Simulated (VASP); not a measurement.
Energy against volume of SrTe (rock salt). Method: LDA (Ceperley-Alder, Perdew-Zunger), VASP's LDA PAW potentials (set 64) (plane waves; VASP 6.6.1).

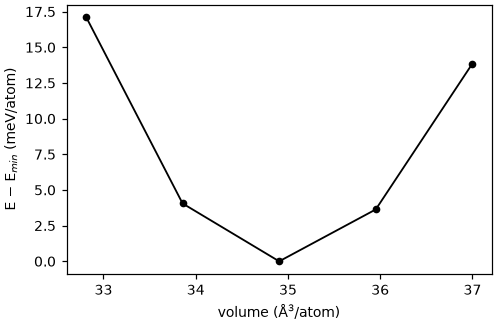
Figure. Energy against volume

### Question
Estimate the equilibrium volume and the bulk modulus.

### Answer
The minimum lies near 34.9 Å³/atom, and the curvature gives B0 of about 39 GPa.

Measured: bulk modulus 39.5 GPa (computed value off by -0.8 %), a 6.659 Å (computed value off by -1.8 %), as given by S. C. Rakesh Roshan et al., ACS Applied Energy Materials (2021), arXiv:2110.13857. The calculation is for a static lattice, while the measured bulk modulus, a hold thermal and zero-point effects, which are part of the difference.

The compound is SrTe in the rock salt structure. It was relaxed first, which changed the volume by -5 %.
